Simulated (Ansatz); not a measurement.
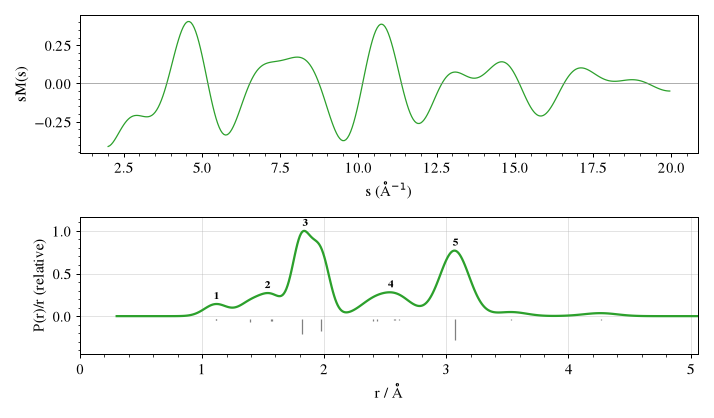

Simulated gas electron diffraction: reduced molecular intensity sM(s) from the Debye equation in the first Born approximation (top) and the radial distribution curve (bottom) of CH₅SSi (charge -1, ignored in the scattering factors). Each pair of atoms contributes with weight ZᵢZⱼ/r (bars below the curve); damping constant 0.0015 Å²; vibrational amplitudes assumed, not computed: 0.05 Å for bonds, 0.078 Å for bonds to H, 0.06 + 0.015 r up to 0.15 Å for other pairs. The geometry is the end point of an optimisation (RKS LDA/def2-SVP in Ansatz); it may be a saddle point or a higher isomer. SMILES: [SiH2-]CS.

Question: Read the positions of the numbered peaks and name the main pairs (– for bonds).

Answer: Peak 1, 1.12 Å: C–H 1.11 Å (×2)
Peak 2, 1.54 Å: S–H 1.39 Å, Si–H 1.56–1.57 Å (×2), not resolved
Peak 3, 1.84 Å: S–C 1.81 Å, Si–C 1.97 Å, not resolved
Peak 4, 2.54 Å: C···H 2.33–2.66 Å (×3), S···H 2.40–2.43 Å (×2), Si···H 2.57–2.61 Å (×3), not resolved
Peak 5, 3.07 Å: S···Si 3.07 Å
